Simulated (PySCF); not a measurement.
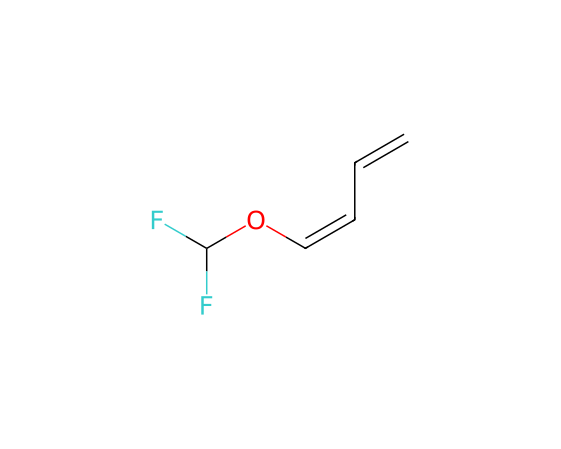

The drawing above gives the connectivity. The geometry was computed by an optimisation with GFN2-xTB. No frequency run is at hand to confirm it as a minimum.

What does the molecule look like in three dimensions?

The molecule is C5H6F2O. Its SMILES string is `C=C/C=C\OC(F)F`. It has no ring. Among its groups: ether, alkene, C–F bond. This geometry has C1 symmetry. Coordination: 4 C trigonal planar; 1 O bent; 1 C tetrahedral.

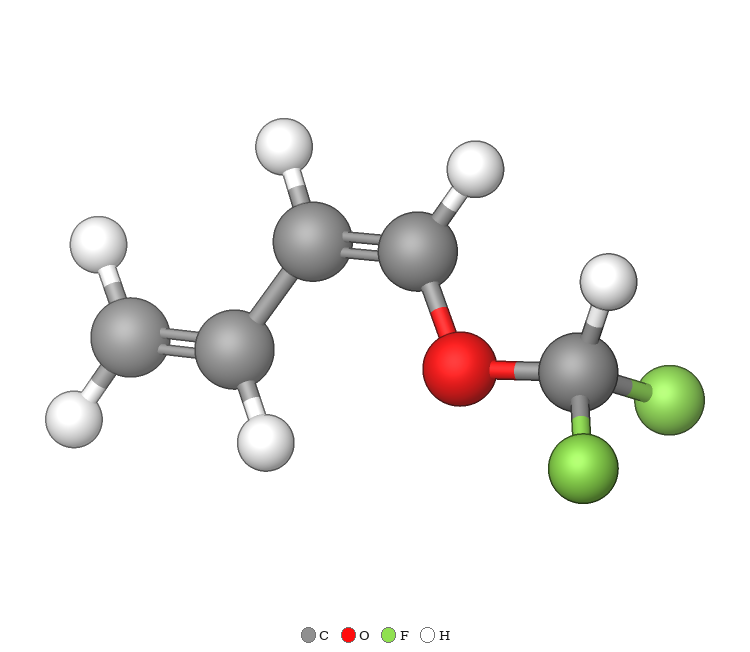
